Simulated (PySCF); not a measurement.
BeF2H4O2

```json
{"atom": "F", "x (Å)": "1.0046", "y (Å)": "-0.7952", "z (Å)": "-1.1562"}
{"atom": "Be", "x (Å)": "0.3443", "y (Å)": "-0.9016", "z (Å)": "0.1586"}
{"atom": "F", "x (Å)": "-1.0633", "y (Å)": "-0.8064", "z (Å)": "0.5942"}
{"atom": "O", "x (Å)": "1.1826", "y (Å)": "0.3042", "z (Å)": "1.1473"}
{"atom": "H", "x (Å)": "0.5068", "y (Å)": "0.8576", "z (Å)": "1.5569"}
{"atom": "H", "x (Å)": "1.6973", "y (Å)": "0.8527", "z (Å)": "0.5432"}
{"atom": "O", "x (Å)": "0.8678", "y (Å)": "-2.4666", "z (Å)": "0.7881"}
{"atom": "H", "x (Å)": "1.2696", "y (Å)": "-2.9552", "z (Å)": "0.0596"}
{"atom": "H", "x (Å)": "0.0703", "y (Å)": "-2.9356", "z (Å)": "1.0625"}
```

Geometry: PBE0-D3(BJ)/def2-SVPD.

Level of theory: wB97M-D3(BJ)/def2-TZVPD, SCF density, gas phase (PySCF 2.14.0).

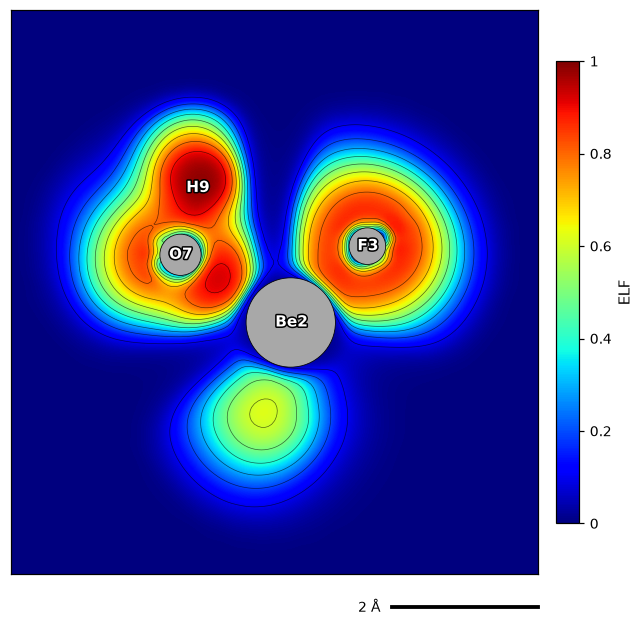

Figure 1. ELF on the plane of atoms F3, Be2 and O7. Grey discs cover the atomic cores.

What do the fields say about this system?

Answer.
- Atoms in the plane: Be, F, O and H.
- Be–F (1.48 Å): the ELF peaks at about 0.85 in the valence shell of F, 0.5 Å from its nucleus, and is about 0.75 at the midpoint.
- Be–O (1.77 Å): the ELF peaks at about 0.90 in the valence shell of O, 0.6 Å from its nucleus, and is about 0.85 at the midpoint.
- O–H (0.97 Å): the ELF climbs to about 1 towards the hydrogen, as it does in any bond to H: an ordinary covalent bond to hydrogen.
- The ELF also peaks beside F3, away from the bonds: lone-pair regions.

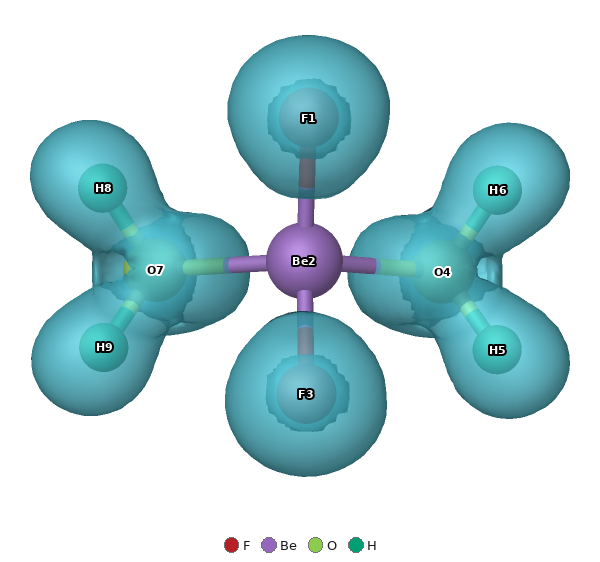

Figure 2. Isosurface of the electron localisation function at 0.75 (cyan), seen at a tilt. Only the valence region is drawn (cores and ρ < 0.01 e/Å³ removed).

Where are the electrons localised?

Answer. The surface consists of two regions wrapped around F (the valence shell of each) and two joined regions spread over several atoms (H, O), in which their bonds and any lone pairs are merged.

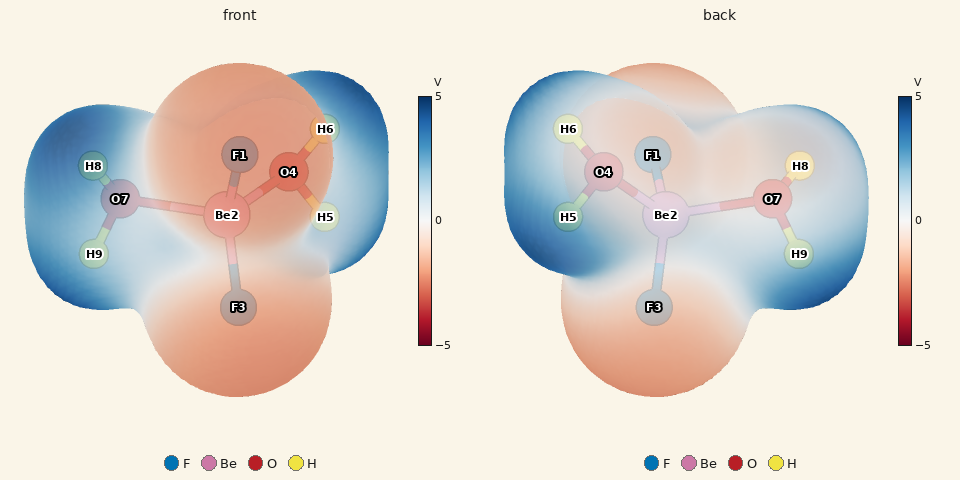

Figure 3. The electrostatic potential painted on the density surface at 0.004 e/bohr³, seen from the front and from behind; red is negative and blue positive.

Describe the electrostatic potential map.

Answer. The most negative region (about −2.3 V) lies over F1 and F3, the most positive (about +4.4 V) over H5, H6, H8 and H9.
